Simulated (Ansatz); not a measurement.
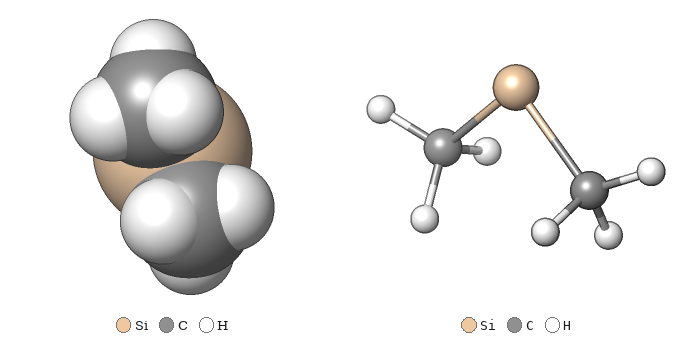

The same structure drawn twice, from different directions.

The geometry was computed by an optimisation with PBE0-D4/def2-TZVP.

Which formula does it have?

Answer. C₂H₆Si, 9 atoms: 2 carbon, 6 hydrogen and 1 silicon.

Count the bonded pairs by element.

Answer. 6 C–H, 2 C–Si. Sticks follow a distance rule.

What is the point group of this geometry?

Answer. C2.

The parts below concern this one geometry. Atoms keep their numbers from picture to picture.

## Geometry

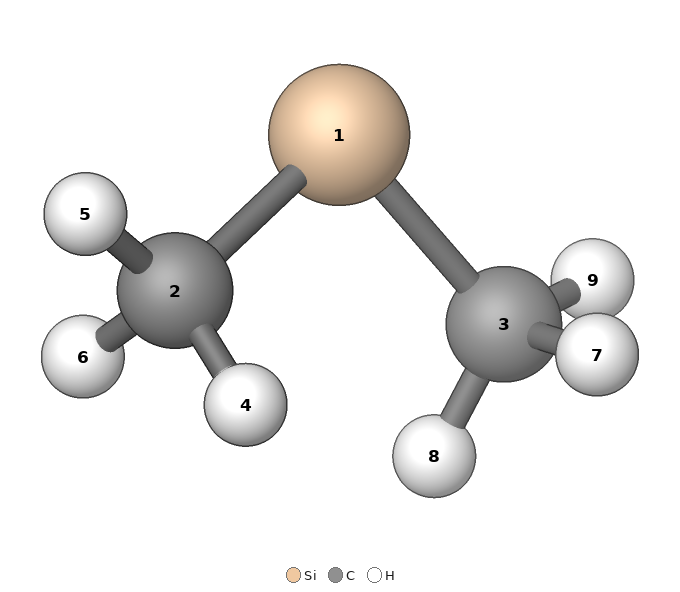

Numbered structure.

Describe the coordination of atom 2.

Answer. C2 has 4 neighbours (Si1 at 1.90, H4 at 1.09, H5 at 1.09, H6 at 1.10 Å); the arrangement is tetrahedral.

What is the geometry at Si1?

Answer. Si1 has 2 neighbours (C2 at 1.90, C3 at 1.90 Å); the arrangement is bent.

## Electronic properties

Level of theory: RKS B3LYP-D4/def2-TZVPP (Ansatz 0.2.0).

What is the dispersion correction?

Answer. −23.8 kJ/mol.

## Dipole moment

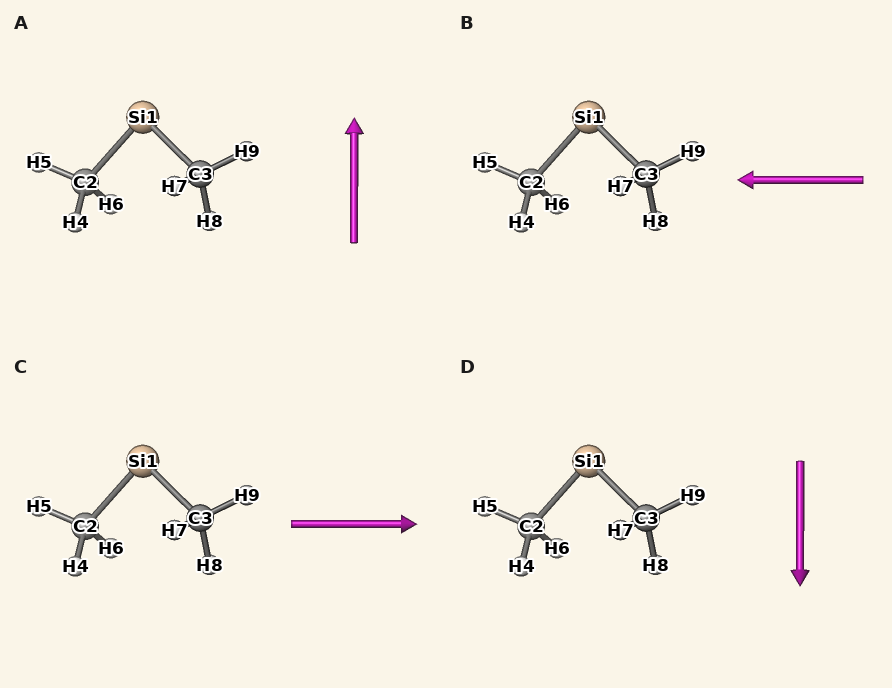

The same molecule four times, each with an arrow. Properties computed with RKS PBE0-D4/def2-TZVP (Ansatz 0.2.0).

Which arrow points along the dipole moment, from the negative to the positive end?

Answer. D. The dipole moment is 1.38 D; it points from the side of Si1 to the side of H4, H8 (the outermost atoms at the two ends).

## Vibrations

Harmonic vibrations computed with RKS PBE0-D4/def2-TZVP (Ansatz 0.2.0) at a stationary point of the same level.

List the wavenumbers.

Answer. 21 modes: 110, 120, 254, 505, 562, 661, 668, 730, 857, 1235, 1243, 1412, 1417, 1441, 1448, 2999, 3002, 3081, 3087, 3138, 3139 cm⁻¹.

## Charges

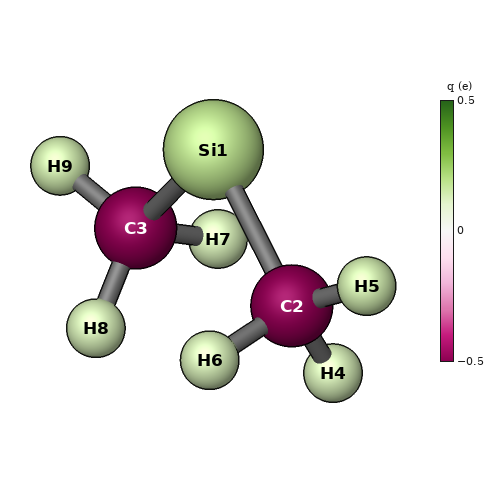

Atoms are coloured by their Mulliken charges. Method: RKS PBE0-D4/def2-TZVP (Ansatz 0.2.0).

Which atom carries the highest charge (most positive or least negative)?

Answer. Si1 (0.18 e).

And the lowest?

Answer. C2, C3 (−0.50 e).

List the Mulliken charges.

```csv
atom,value (e)
Si1,0.18
C2,−0.50
C3,−0.50
H4,0.13
H5,0.14
H6,0.13
H7,0.13
H8,0.13
H9,0.14
```

Mulliken values depend strongly on the basis set and can even reverse the polarity of a bond.
